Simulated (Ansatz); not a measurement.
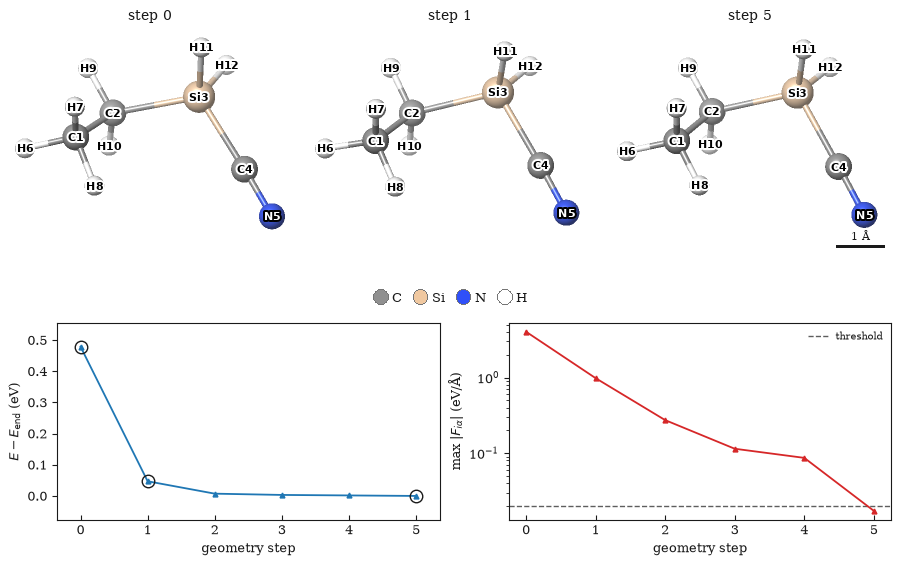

Frames of a relaxation of C3H7NSi, marked on the history of the run. A ball-and-stick model, seen at a tilt.

The run prepares the start of a later molecular dynamics calculation, from a guessed geometry.

The calculation used Ansatz 0.2.0, RKS PBE0-D4/STO-3G. Settings: no spin polarisation; force threshold 0.02 eV/Å; at most 40 steps.

**What happens along the run?**

Over 5 geometry steps the energy falls by 0.479 eV. Largest force component: 4 eV/Å at the start, 0.017 eV/Å at the end. The largest move after the best rigid fit is that of N5, 0.16 Å. Largest moves by element: N 0.16 Å, C 0.15 Å, Si 0.11 Å, H 0.10 Å. Near-neighbour distances that change, for instance: Si3–H12 1.536 → 1.445 Å, C1–C2 1.469 → 1.544 Å, Si3–H11 1.491 → 1.444 Å, C1–H8 1.140 → 1.098 Å. Among the angles between lasting bonds that change: C4–Si3–H11 114.8° → 107.0°, C2–Si3–H12 105.9° → 111.8°, H6–C1–H8 102.0° → 107.9°. From step 0 to 1: N5 moves most (0.14 Å), energy −0.432 eV. From step 1 to 5: H8 moves most (0.09 Å), energy −0.047 eV.

| step | E − E(0), eV | largest force component, eV/Å |
| --- | --- | --- |
| 0 | 0.0000 | 4.0392 |
| 1 | -0.4320 | 0.9811 |
| 2 | -0.4718 | 0.2730 |
| 3 | -0.4758 | 0.1141 |
| 4 | -0.4774 | 0.0864 |
| 5 | -0.4791 | 0.0172 |

Limits of the set-up: STO-3G is a minimal basis, so the numbers are rough.
